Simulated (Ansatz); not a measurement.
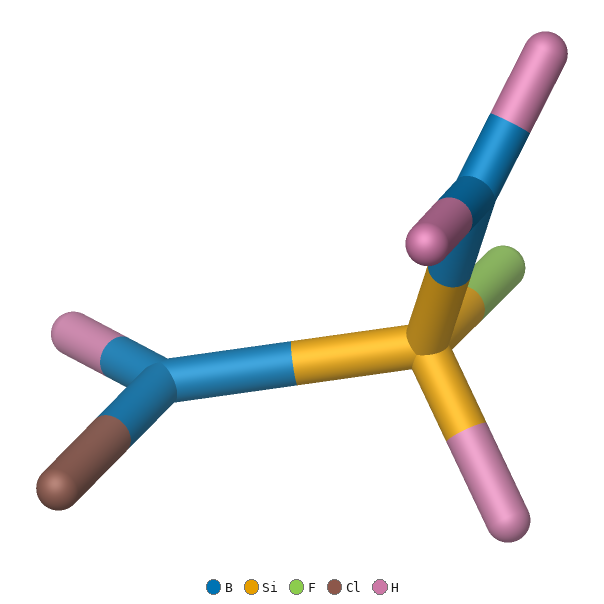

Starting geometry of the run.

Ansatz 0.2.0 input:

```yaml
crystal:
  periodic: [false, false, false]
  atoms:
    - {symbol: B, position_ang: [0.279773, -0.009115, 1.669405]}
    - {symbol: Si, position_ang: [0.612160, -0.436894, -0.254045]}
    - {symbol: F, position_ang: [2.115821, -0.115255, -0.735210]}
    - {symbol: B, position_ang: [-0.724579, 0.563619, -1.387190]}
    - {symbol: Cl, position_ang: [-2.410072, 0.198821, -1.156730]}
    - {symbol: H, position_ang: [1.088203, 0.512636, 2.376969]}
    - {symbol: H, position_ang: [-0.794952, -0.265622, 2.126319]}
    - {symbol: H, position_ang: [0.383265, -1.898115, -0.464239]}
    - {symbol: H, position_ang: [-0.461118, 1.403626, -2.192378]}
basis:
  gaussian: {orbitals: "def2-QZVPP.json"}
hamiltonian: {xc: pbe0, dispersion: d4}
output: {orbitals: {seedname: orbitals}}
```

Output:

```
Functional definition: PBE0
  name "PBE0"
  cite "Adamo & Barone, J. Chem. Phys. 110, 6158 (1999) doi:10.1063/1.478522"
  cite "Perdew, Burke & Ernzerhof, Phys. Rev. Lett. 77, 3865 (1996) doi:10.1103/PhysRevLett.77.3865"
  parent pbe
  parameter a = 0.25
  parameter kappa = 0.804
  parameter beta = 0.06672455060314922
  exchange = (1 - a)*pbe_x(kappa = kappa, mu = beta*pi^2/3) + a*exact_x
  correlation = pbe_c(beta = beta)
1576 factors; their error is unknown
mean field evaluation 1: about -24524.1546 eV, gradient 3.7e1 eV
mean field evaluation 2: about -24523.1603 eV, gradient 4.9e1 eV
mean field evaluation 4: about -24526.9483 eV, gradient 2.1e0 eV
mean field evaluation 8: about -24526.9595 eV, gradient 4.2e-2 eV
mean field evaluation 16: about -24526.9787 eV, gradient 1.9e-5 eV
mean field -24526.97874828 eV, -901.3498440161 hartree, gradient 1.9e-5 eV, S^2 0.000000; 0 other end points of the search recorded, 0 dependent functions left out
reference -24526.97879019 eV, -901.3498455563 hartree; 27, 27 occupied and 404, 404 virtual orbitals, 1576 factors
Total energy: -24527.14967232 eV, -901.3561253585 hartree
```
